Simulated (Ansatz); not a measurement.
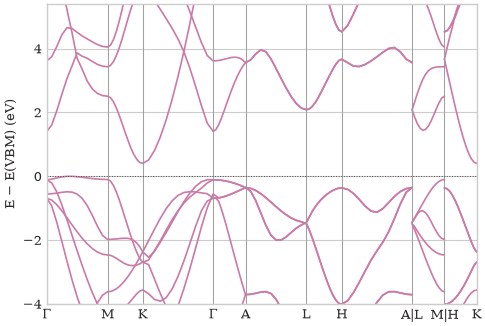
Figure. Band structure from plane-wave PAW PBE (Ansatz code)

Q: Read off the gap and where the band edges lie.

A: About 0.4 eV (0.40 eV by a search for the band edges); maximum on the Γ–M line, 38 % of the way from Γ, minimum at K.

Q: Which compound is it?
A) MgTe, wurtzite
B) ZnS, NiAs type
C) AlP, P6_222 (Al on 3d, P on 3c)

A: B, ZnS, NiAs type

Space group P6_3/mmc (NiAs type). The start of the workflow was typed in or built on a structure type; neither database checked (COD, Materials Project) lists it. It is not the phase usual at ambient conditions (space group No. 186, 216). The cell was relaxed with PBE under the symmetry of its start; its stability against distortions is not shown here.

Potentials: the earlier of the program's two PAW sets.
